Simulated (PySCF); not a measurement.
Single-point calculation of GeH$_{2}$S

The run: single-point calculation of GeH$_{2}$S. Method and program: CCSDT(Q)/STO-3G, RHF (PySCF 2.14.0).

A bond length was changed on purpose from its optimised value.

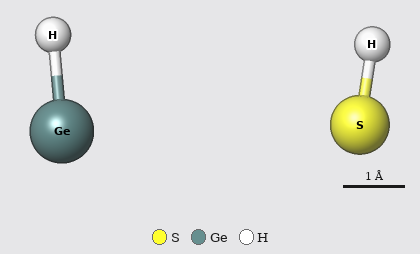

*The input geometry (ball-and-stick view, seen on its broad side). Sticks mark near contacts.*

Bond lengths as drawn: Ge–H 1.59 Å and H–S 1.34 Å.

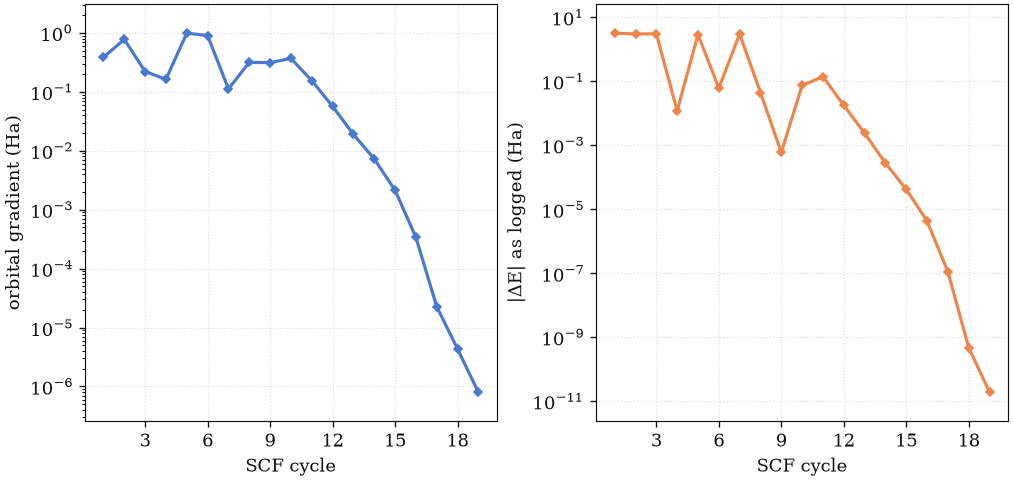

*Convergence of the self-consistent field: orbital gradient and size of the energy change against the SCF cycle.*

The residual falls unevenly and jumps up by a factor of two or more 3 times on the way down.

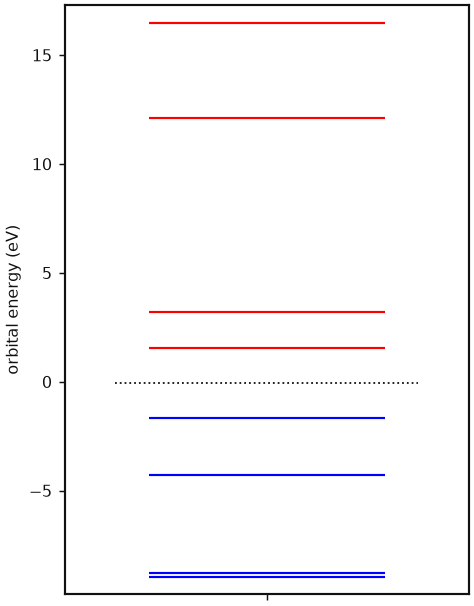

*Orbital energies near the frontier (SCF reference); the dotted line parts filled from empty levels, and levels within 0.02 eV of each other stand side by side.*

Highest filled −1.65 eV, lowest empty 1.54 eV, 3.19 eV apart.

The input and output of the run follow.

**Input (calc.py)**
```python
from pyscf import gto, scf, cc

mol = gto.M(
    atom='S 0.034784 -3.529461 1.490071; Ge -0.841700 0.737900 -0.743600; H 1.257284 -3.289761 1.989571; H 0.561200 1.365900 -0.319400',
    verbose=4,
    max_memory=1860,
    spin=0,
    basis='sto-3g',
)

myscf = scf.RHF(mol)
myscf.conv_tol = 1e-10
myscf.kernel()
if not myscf.converged:
    myscf = myscf.newton().run(myscf.mo_coeff, myscf.mo_occ)

mycc = cc.CCSDT(myscf, frozen=14)
mycc.kernel()
e_bracket, e_q = mycc.ccsdt_q()
etot = mycc.e_tot + e_q
print('E = %.10f Eh' % etot)
```

Command:
```bash
OMP_NUM_THREADS=1 python calc.py
```

**Output**
```
PySCF version 2.14.0

[INPUT] num. atoms = 4
[INPUT] num. electrons = 50
[INPUT] charge = 0
[INPUT] spin (= nelec alpha-beta = 2S) = 0
[INPUT] symmetry False subgroup None
[INPUT] Mole.unit = angstrom
[INPUT] Symbol           X                Y                Z      unit          X                Y                Z       unit  Magmom
[INPUT]  1 S      0.034784000000  -3.529461000000   1.490071000000 AA    0.065732233517  -6.669714657334   2.815826096157 Bohr   0.0
[INPUT]  2 Ge    -0.841700000000   0.737900000000  -0.743600000000 AA   -1.590582479046   1.394428907317  -1.405200346227 Bohr   0.0
[INPUT]  3 H      1.257284000000  -3.289761000000   1.989571000000 AA    2.375922420798  -6.216747305275   3.759744295377 Bohr   0.0
[INPUT]  4 H      0.561200000000   1.365900000000  -0.319400000000 AA    1.060514301106   2.581176913543  -0.603578524186 Bohr   0.0

nuclear repulsion = 77.1800191448043
number of shells = 15
number of NR pGTOs = 87
number of NR cGTOs = 29
basis = sto-3g
ecp = {}

******** <class 'pyscf.scf.hf.RHF'> ********
method = RHF
initial guess = minao
damping factor = 0
level_shift factor = 0
DIIS = <class 'pyscf.scf.diis.CDIIS'>
diis_start_cycle = 1
diis_space = 8
diis_damp = 0
SCF conv_tol = 1e-10
SCF conv_tol_grad = None
SCF max_cycles = 50
direct_scf = True
direct_scf_tol = 1e-13
Set gradient conv threshold to 1e-05
Initial guess from minao.
init E= -2442.42892210567
  HOMO = -0.308751828741835  LUMO = -0.268101315186334  gap/eV = 1.10616
cycle= 1 E= -2445.61450635784  delta_E= -3.19  |g|= 0.386  |ddm|= 2.29
  HOMO = -0.0399193626118526  LUMO = 0.132732490032821  gap/eV = 4.69810
cycle= 2 E= -2442.61519670987  delta_E=    3  |g|= 0.778  |ddm|= 4.64
  HOMO = -0.197422249207691  LUMO = 0.167966102929744  gap/eV = 9.94272
cycle= 3 E= -2445.64627725847  delta_E= -3.03  |g|= 0.221  |ddm|= 4.64
  HOMO = -0.122699355055446  LUMO = 0.0949912317489023  gap/eV = 5.92366
cycle= 4 E= -2445.65820824191  delta_E= -0.0119  |g|= 0.163  |ddm|= 0.139
  HOMO = -0.00686889217541997  LUMO = 0.017993590376388  gap/eV = 0.67654
cycle= 5 E= -2442.77430302347  delta_E= 2.88  |g|= 0.991  |ddm|= 4.57
  HOMO = -0.0099200373172369  LUMO = 0.0224226117150014  gap/eV = 0.88009
cycle= 6 E= -2442.71336696021  delta_E= 0.0609  |g|= 0.902  |ddm|= 0.151
  HOMO = -0.00490198542564224  LUMO = 0.00737613153532002  gap/eV = 0.33410
cycle= 7 E= -2445.71587121176  delta_E=   -3  |g|= 0.112  |ddm|= 4.36
  HOMO = -0.0214791747452815  LUMO = 0.0200490171403098  gap/eV = 1.13004
cycle= 8 E= -2445.67153739383  delta_E= 0.0443  |g|= 0.316  |ddm|= 1.87
  HOMO = -0.0232991924940857  LUMO = 0.0213735249477482  gap/eV = 1.21561
cycle= 9 E= -2445.6721342254  delta_E= -0.000597  |g|= 0.313  |ddm|= 0.0182
  HOMO = -0.0415693973588072  LUMO = 0.0403868030781088  gap/eV = 2.23014
cycle= 10 E= -2445.59824172976  delta_E= 0.0739  |g|= 0.369  |ddm|= 0.519
  HOMO = -0.0485547916081059  LUMO = 0.0524770992719022  gap/eV = 2.74922
cycle= 11 E= -2445.73770087921  delta_E= -0.139  |g|= 0.155  |ddm|= 0.976
  HOMO = -0.0521164711441773  LUMO = 0.0514129091604859  gap/eV = 2.81718
cycle= 12 E= -2445.75549064993  delta_E= -0.0178  |g|= 0.0569  |ddm|= 0.325
  HOMO = -0.0593615822781546  LUMO = 0.0563048431826977  gap/eV = 3.14744
cycle= 13 E= -2445.7578494424  delta_E= -0.00236  |g|= 0.019  |ddm|= 0.119
  HOMO = -0.0595039567112051  LUMO = 0.0558081884217552  gap/eV = 3.13780
cycle= 14 E= -2445.75812716786  delta_E= -0.000278  |g|= 0.00728  |ddm|= 0.0411
  HOMO = -0.0610876967367529  LUMO = 0.0567917064577176  gap/eV = 3.20766
cycle= 15 E= -2445.75816888509  delta_E= -4.17e-05  |g|= 0.00214  |ddm|= 0.0322
  HOMO = -0.0606957302338426  LUMO = 0.0565700648023412  gap/eV = 3.19096
cycle= 16 E= -2445.75817314004  delta_E= -4.25e-06  |g|= 0.000342  |ddm|= 0.00902
  HOMO = -0.0607742495041291  LUMO = 0.0566247755513077  gap/eV = 3.19459
cycle= 17 E= -2445.758173251  delta_E= -1.11e-07  |g|= 2.27e-05  |ddm|= 0.00131
  HOMO = -0.0607635359157938  LUMO = 0.0566161954008966  gap/eV = 3.19407
cycle= 18 E= -2445.75817325147  delta_E= -4.71e-10  |g|= 4.35e-06  |ddm|= 9.46e-05
  HOMO = -0.0607655517202206  LUMO = 0.0566180059945187  gap/eV = 3.19417
cycle= 19 E= -2445.75817325149  delta_E= -1.91e-11  |g|= 8e-07  |ddm|= 1.29e-05
  HOMO = -0.060765716213686  LUMO = 0.0566180092106676  gap/eV = 3.19417
Extra cycle  E= -2445.75817325148  delta_E= 7.28e-12  |g|= 1.58e-06  |ddm|= 8.67e-06
converged SCF energy = -2445.75817325148

******** <class 'pyscf.cc.rccsdt.RCCSDT'> ********
RCCSDT nocc = 11, nmo = 15
Allocating only the i<=j<=k part of the T3 amplitude in memory
frozen orbitals 14
max_cycle = 50
conv_tol = 1e-07
conv_tol_normt = 1e-06
diis with the T3 amplitude
diis_space = 6
diis_start_cycle = 0
diis_start_energy_diff = 1e+09
einsum_backend: numpy
_make_eris_incore_RCCSDT
blksize  8    blksize_oovv  4    blksize_oooo  4    blksize_vvvv  1

WARN: A large `blksize` is being used, which may cause large memory consumption
      for storing contraction intermediates. If memory is sufficient, consider using
      `pyscf.cc.rccsdt_highm.RCCSDT` instead.

Approximate memory usage estimate
    T3 memory                 143 KB
    R3 memory                 143 KB
    Symmetrized T3 memory    66.0 KB
    ERIs memory               396 KB
    T1-ERIs memory            396 KB
    Intermediates memory      396 KB
    Block workspace           120 KB
    T3 einsum buffer          120 KB
Init t2, MP2 energy = -2445.933652253485  E_corr(MP2) -0.175479002001
Init E_corr(RCCSDT) = -0.175479002001167
cycle =  1  E_corr(RCCSDT) = -0.092073386522  dE =  8.340561547904e-02  norm(d tamps) = 7.20894815e-01
cycle =  2  E_corr(RCCSDT) = -0.225620192578  dE = -1.335468060557e-01  norm(d tamps) = 1.27907159e+00
cycle =  3  E_corr(RCCSDT) = -0.163043187568  dE =  6.257700500942e-02  norm(d tamps) = 3.06635799e+00
cycle =  4  E_corr(RCCSDT) = -0.183893904773  dE = -2.085071720488e-02  norm(d tamps) = 4.81608717e-01
cycle =  5  E_corr(RCCSDT) = -0.190012036719  dE = -6.118131946048e-03  norm(d tamps) = 3.63349991e-01
cycle =  6  E_corr(RCCSDT) = -0.202473150616  dE = -1.246111389626e-02  norm(d tamps) = 3.18949209e-01
cycle =  7  E_corr(RCCSDT) = -0.229466397471  dE = -2.699324685530e-02  norm(d tamps) = 2.23312473e-01
cycle =  8  E_corr(RCCSDT) = -0.229179913847  dE =  2.864836243701e-04  norm(d tamps) = 1.05832857e-02
cycle =  9  E_corr(RCCSDT) = -0.228854551337  dE =  3.253625092575e-04  norm(d tamps) = 4.77825967e-03
cycle = 10  E_corr(RCCSDT) = -0.228603125902  dE =  2.514254348073e-04  norm(d tamps) = 3.55271512e-03
cycle = 11  E_corr(RCCSDT) = -0.229114055039  dE = -5.109291369921e-04  norm(d tamps) = 3.95317769e-03
cycle = 12  E_corr(RCCSDT) = -0.229106556816  dE =  7.498223145275e-06  norm(d tamps) = 1.57268291e-03
cycle = 13  E_corr(RCCSDT) = -0.229092830314  dE =  1.372650217540e-05  norm(d tamps) = 6.44381603e-04
cycle = 14  E_corr(RCCSDT) = -0.229079432213  dE =  1.339810080470e-05  norm(d tamps) = 6.77239694e-04
cycle = 15  E_corr(RCCSDT) = -0.229067812898  dE =  1.161931567698e-05  norm(d tamps) = 7.45642199e-04
cycle = 16  E_corr(RCCSDT) = -0.229082312692  dE = -1.449979467302e-05  norm(d tamps) = 7.86720206e-04
cycle = 17  E_corr(RCCSDT) = -0.229080060237  dE =  2.252454871510e-06  norm(d tamps) = 8.02596014e-04
cycle = 18  E_corr(RCCSDT) = -0.229086437814  dE = -6.377576724642e-06  norm(d tamps) = 7.95830494e-04
cycle = 19  E_corr(RCCSDT) = -0.229110211937  dE = -2.377412236582e-05  norm(d tamps) = 8.27115115e-04
cycle = 20  E_corr(RCCSDT) = -0.229092586706  dE =  1.762523082774e-05  norm(d tamps) = 8.18742794e-04
cycle = 21  E_corr(RCCSDT) = -0.229093157185  dE = -5.704794871775e-07  norm(d tamps) = 8.03371907e-04
cycle = 22  E_corr(RCCSDT) = -0.229079555619  dE =  1.360156634214e-05  norm(d tamps) = 7.73050487e-04
cycle = 23  E_corr(RCCSDT) = -0.229085126877  dE = -5.571258312492e-06  norm(d tamps) = 7.86724696e-04
cycle = 24  E_corr(RCCSDT) = -0.229088344060  dE = -3.217182599047e-06  norm(d tamps) = 7.95953319e-04
cycle = 25  E_corr(RCCSDT) = -0.229080501843  dE =  7.842216891929e-06  norm(d tamps) = 7.56533084e-04
cycle = 26  E_corr(RCCSDT) = -0.229089063695  dE = -8.561852388539e-06  norm(d tamps) = 6.95490017e-04
cycle = 27  E_corr(RCCSDT) = -0.229063865498  dE =  2.519819740587e-05  norm(d tamps) = 4.66326169e-04
cycle = 28  E_corr(RCCSDT) = -0.229088956909  dE = -2.509141121787e-05  norm(d tamps) = 4.72949264e-04
cycle = 29  E_corr(RCCSDT) = -0.229086773728  dE =  2.183181192383e-06  norm(d tamps) = 3.21389542e-04
cycle = 30  E_corr(RCCSDT) = -0.229081435063  dE =  5.338664671312e-06  norm(d tamps) = 2.29041474e-04
cycle = 31  E_corr(RCCSDT) = -0.229084405314  dE = -2.970251169382e-06  norm(d tamps) = 2.09758966e-04
cycle = 32  E_corr(RCCSDT) = -0.229084804522  dE = -3.992075803816e-07  norm(d tamps) = 6.98299522e-05
cycle = 33  E_corr(RCCSDT) = -0.229084896673  dE = -9.215152702025e-08  norm(d tamps) = 6.53187620e-05
cycle = 34  E_corr(RCCSDT) = -0.229085453147  dE = -5.564734862629e-07  norm(d tamps) = 3.51983454e-05
cycle = 35  E_corr(RCCSDT) = -0.229083722458  dE =  1.730688925367e-06  norm(d tamps) = 2.35375291e-05
cycle = 36  E_corr(RCCSDT) = -0.229085063003  dE = -1.340545102230e-06  norm(d tamps) = 2.91151823e-05
cycle = 37  E_corr(RCCSDT) = -0.229085057267  dE =  5.736182501215e-09  norm(d tamps) = 1.22338100e-05
cycle = 38  E_corr(RCCSDT) = -0.229084922042  dE =  1.352245857789e-07  norm(d tamps) = 1.05016309e-05
cycle = 39  E_corr(RCCSDT) = -0.229085055381  dE = -1.333385965807e-07  norm(d tamps) = 8.35402961e-06
cycle = 40  E_corr(RCCSDT) = -0.229085031036  dE =  2.434486545688e-08  norm(d tamps) = 6.29180100e-06
cycle = 41  E_corr(RCCSDT) = -0.229085026740  dE =  4.296080657884e-09  norm(d tamps) = 6.28164479e-06
cycle = 42  E_corr(RCCSDT) = -0.229085078109  dE = -5.136946024109e-08  norm(d tamps) = 2.37786735e-06
cycle = 43  E_corr(RCCSDT) = -0.229084970470  dE =  1.076392177335e-07  norm(d tamps) = 1.96752529e-06
cycle = 44  E_corr(RCCSDT) = -0.229084998009  dE = -2.753826874868e-08  norm(d tamps) = 1.76510905e-06
cycle = 45  E_corr(RCCSDT) = -0.229085015174  dE = -1.716594186241e-08  norm(d tamps) = 1.22535341e-06
cycle = 46  E_corr(RCCSDT) = -0.229084999298  dE =  1.587633885469e-08  norm(d tamps) = 1.07953200e-06
cycle = 47  E_corr(RCCSDT) = -0.229085009433  dE = -1.013440747988e-08  norm(d tamps) = 1.19570228e-06
cycle = 48  E_corr(RCCSDT) = -0.229085010091  dE = -6.583024680928e-10  norm(d tamps) = 1.09528791e-06
cycle = 49  E_corr(RCCSDT) = -0.229084992391  dE =  1.769975549459e-08  norm(d tamps) = 1.06058313e-06
cycle = 50  E_corr(RCCSDT) = -0.229085013686  dE = -2.129463563816e-08  norm(d tamps) = 9.37137378e-07
RCCSDT converged
E(RCCSDT) = -2445.987258265169   E_corr = -0.2290850136857231
E_corr(same-spin) = 0.000513157336706302
E_corr(oppo-spin) = -0.229598171022429
_make_eris_incore_RCCSDT
[Q] correction =  7.918794587887e-04    (Q) correction =  6.214047924319e-04
E = -2445.9866368604 Eh
```

**Summary**

| quantity | value |
| --- | --- |
| outcome | converged |
| total energy | −2445.986637 hartree |
| SCF energy | −2445.758173 hartree |
| correlation energy | −0.228464 hartree |
| basis functions | 29 |
| T1 diagnostic | 0.067 |
| HOMO of the SCF reference | −1.65 eV |
| LUMO of the SCF reference | 1.54 eV |
| hardware | 1 thread of Arm Neoverse V2, 24 GiB of memory available, shared host |
| wall time | 5.4 s |
| peak memory | 0.11 GiB |

The record of the run, not the program, notes: large T1 diagnostic.
